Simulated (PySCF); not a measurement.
Consider C5H11Cl2FSi.

Input

```
{"job": {"kind": "nmr", "xc": "PBE0", "basis": "pcSseg-1"}, "charge": 0, "multiplicity": 1}
C      2.212890     0.394760    -0.115342
C      0.796593     0.799277    -0.514612
C     -0.334765    -0.097056     0.029061
C     -0.206512    -0.296264     1.543157
C     -0.276930    -1.474776    -0.630564
F     -0.547104    -1.379942    -1.977783
Si    -2.031901     0.711914    -0.418538
Cl    -3.518900    -0.486442     0.234013
Cl    -2.156234     2.494936     0.524443
H      2.922948     1.064886    -0.594540
H      2.447630    -0.618027    -0.432637
H      2.356147     0.467502     0.959217
H      0.626501     1.821571    -0.170051
H      0.727556     0.804439    -1.604464
H      0.676302    -0.885910     1.781308
H     -0.127704     0.665401     2.044568
H     -1.073371    -0.821531     1.940186
H     -1.031900    -2.146025    -0.210237
H      0.710739    -1.935569    -0.541508
H     -2.177132     0.927536    -1.848714
```

Command:

```sh
OMP_NUM_THREADS=1 python probes_run.py task.json out
```

Geometry: GFN2-xTB.

All numbers below come from PySCF, PBE0/pcSseg-1, SCF density, gas phase, non-relativistic.

**Predict the electron density and electron localisation function between the atoms.**

C–C (1.53 Å): ρ at the midpoint is about 1.6 e/Å³; the ELF peaks at about 0.95 between the atoms, as expected for a covalent bond.
C–Si (1.93 Å): ρ at the midpoint is about 0.92 e/Å³; the ELF peaks at about 0.95 between the atoms (localised, covalent bonding).
Si–Cl (2.02 Å): the density is about 0.97 e/Å³ at the midpoint; the ELF peaks at about 0.90 between the atoms: a shared but strongly polarised pair.
C–H (1.09 Å): ρ at the midpoint is about 2 e/Å³; the ELF climbs to about 1 towards the hydrogen, as it does in any bond to H (an ordinary covalent bond to hydrogen).

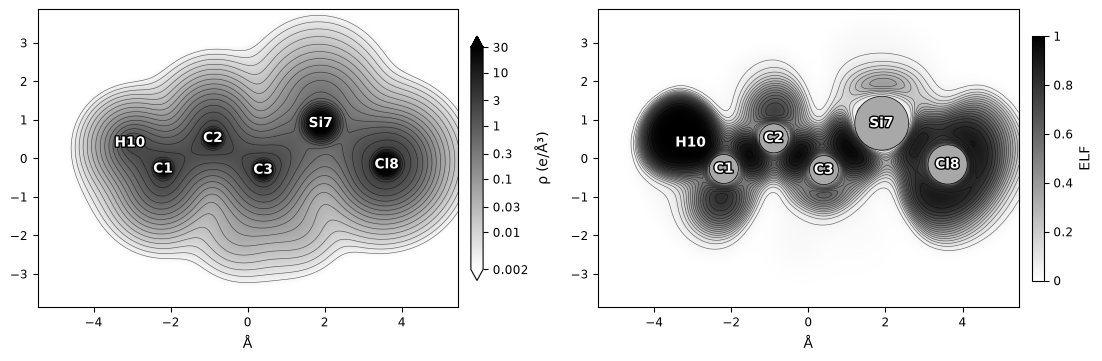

Computed electron density and electron localisation function on the plane of atoms C3, Si7 and Cl8, in this order. Grey discs cover the atomic cores in the ELF map. 
